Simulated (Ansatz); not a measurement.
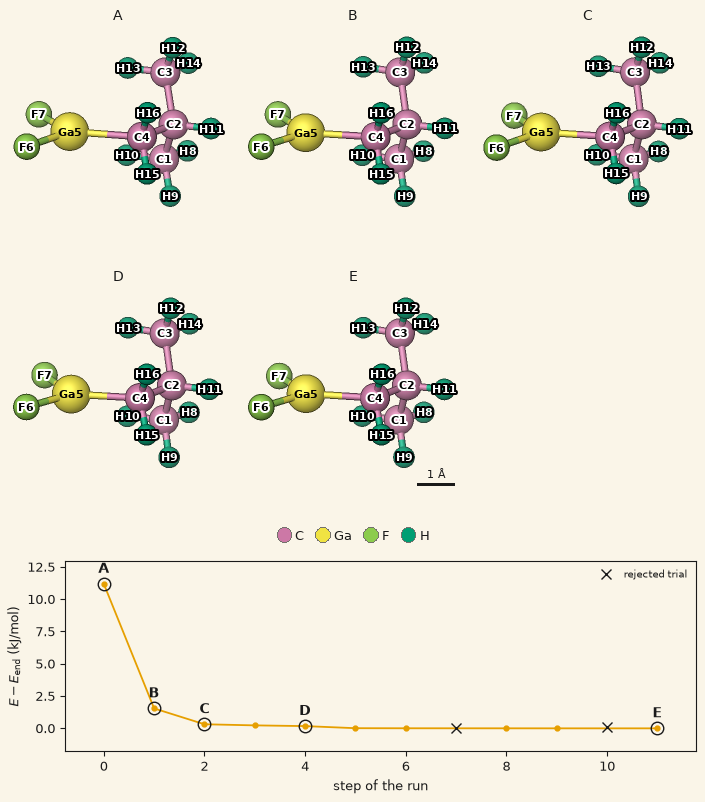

Frames of a relaxation of C$_{4}$H$_{9}$F$_{2}$Ga, marked on the history of the run. The picture is a ball-and-stick view, seen at a tilt.

The start comes from GFN2-xTB.

Level of theory: RKS PBE0-D4/def2-TZVP (Ansatz).

The input:
```yaml
crystal:
  periodic: [false, false, false]
  atoms:
    - {symbol: C, position_ang: [-0.359910, -1.352590, -0.808750]}
    - {symbol: C, position_ang: [0.341690, -0.731510, 0.393730]}
    - {symbol: C, position_ang: [1.624060, -0.028060, -0.036450]}
    - {symbol: C, position_ang: [-0.580890, 0.235030, 1.109520]}
    - {symbol: Ga, position_ang: [-1.163120, 1.785500, -0.119020]}
    - {symbol: F, position_ang: [-2.288970, 2.991630, 0.511470]}
    - {symbol: F, position_ang: [-0.764370, 2.203930, -1.790590]}
    - {symbol: H, position_ang: [0.286580, -2.070110, -1.308060]}
    - {symbol: H, position_ang: [-1.272740, -1.862430, -0.504090]}
    - {symbol: H, position_ang: [-0.619110, -0.564990, -1.523100]}
    - {symbol: H, position_ang: [0.595880, -1.528290, 1.106310]}
    - {symbol: H, position_ang: [2.139620, 0.397900, 0.822820]}
    - {symbol: H, position_ang: [1.378340, 0.778280, -0.734000]}
    - {symbol: H, position_ang: [2.297630, -0.720780, -0.534850]}
    - {symbol: H, position_ang: [-1.507250, -0.236710, 1.441020]}
    - {symbol: H, position_ang: [-0.107430, 0.703200, 1.974040]}
basis:
  gaussian: {orbitals: def2-TZVP}
hamiltonian: {xc: pbe0, dispersion: d4}
relax: {f_tol: 0.005, max_steps: 150}
```

Launched with:
```bash
ansatz run in.yaml --threads 4 --pin off --events-out ev --progress --plain --max-ram 11315MiB
```

> Describe the path.

After 9 accepted moves (11 points after the start) the energy has fallen by 11.2 kJ/mol. The largest force component goes from 0.85 to 0.0019 eV/Å. The line search rejected the trial steps at points 7, 10 of the run. The largest move after the best rigid fit is that of F7, 0.16 Å. By element the largest moves are F 0.16 Å, Ga 0.11 Å, H 0.09 Å, C 0.05 Å. Some distances before and after: C4–Ga5 2.062 → 1.952 Å, Ga5–F6 1.766 → 1.750 Å, C2–C4 1.516 → 1.526 Å, C1–H8 1.087 → 1.092 Å. Among the angles between lasting bonds that change: C4–Ga5–F7 132.6° → 126.3°, C4–Ga5–F6 118.7° → 123.9°, C2–C4–Ga5 111.7° → 114.3°. Cost: 110 s on 4 threads of Intel Xeon Platinum 8259CL @ 2.50GHz, with other jobs on the host. From step 0 to 1: F7 moves most (0.12 Å), energy −9.65 kJ/mol. From step 1 to 2: F7 moves most (0.05 Å), energy −1.23 kJ/mol. From step 2 to 4: F atoms move most (0.04 Å), energy −0.14 kJ/mol. From step 4 to 11: F7 moves most (0.03 Å), energy −0.17 kJ/mol.

| step | E − E(0), kJ/mol | largest force component, eV/Å | note |
| --- | --- | --- | --- |
| 0 | 0.00 | 0.8498 |  |
| 1 | -9.65 | 0.5277 |  |
| 2 | -10.87 | 0.1834 |  |
| 3 | -10.96 | 0.1613 |  |
| 4 | -11.01 | 0.1946 |  |
| 5 | -11.18 | 0.0562 |  |
| 6 | -11.18 | 0.0232 |  |
| 7 | -11.18 | 0.0355 | rejected |
| 8 | -11.18 | 0.0061 |  |
| 9 | -11.19 | 0.0058 |  |
| 10 | -11.11 | 0.1188 | rejected |
| 11 | -11.19 | 0.0019 |  |
